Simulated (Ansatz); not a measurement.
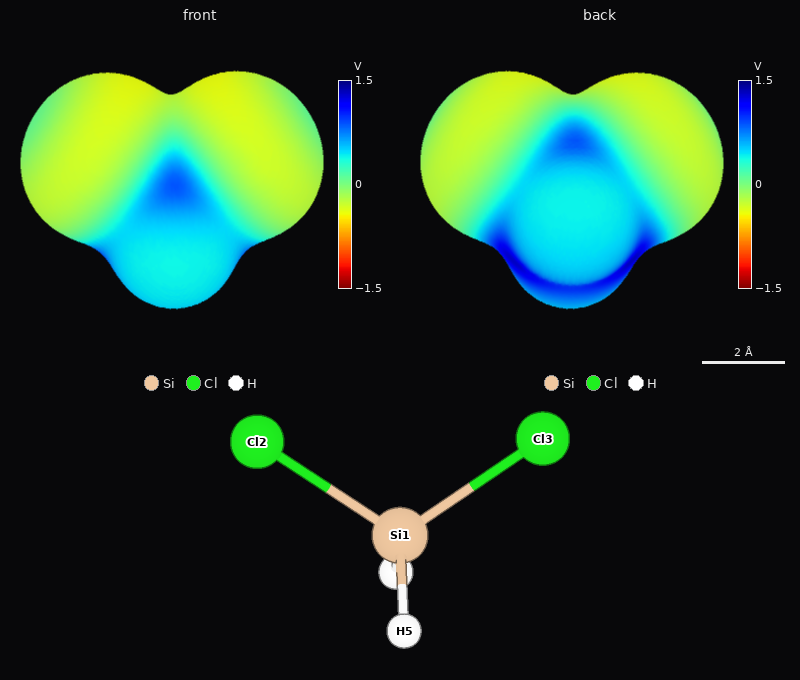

Figure 1: Cl₂H₂Si. The molecular electrostatic potential painted on the density surface at 0.001 e/bohr³, seen from the front and from behind; red is negative and blue positive. The bare structure is drawn below in the same view.

Computed with Ansatz, RKS PBE0-D4/def2-mTZVP.

```yaml
atoms:
  - { symbol: Si, position_ang: [0.0108, 0.0000, 0.0078] }
  - { symbol: Cl, position_ang: [-0.0075, 0.0000, 2.0586] }
  - { symbol: Cl, position_ang: [1.9385, 0.0000, -0.6926] }
  - { symbol: H, position_ang: [-0.6543, 1.2288, -0.4627] }
  - { symbol: H, position_ang: [-0.6543, -1.2288, -0.4627] }
```

Question: Describe the electrostatic potential map.

Answer: The most negative region (about −0.4 V, or −9 kcal/mol for a unit charge) lies over Cl2 and Cl3, the most positive (about +1.3 V, or +30 kcal/mol for a unit charge) over Si1.
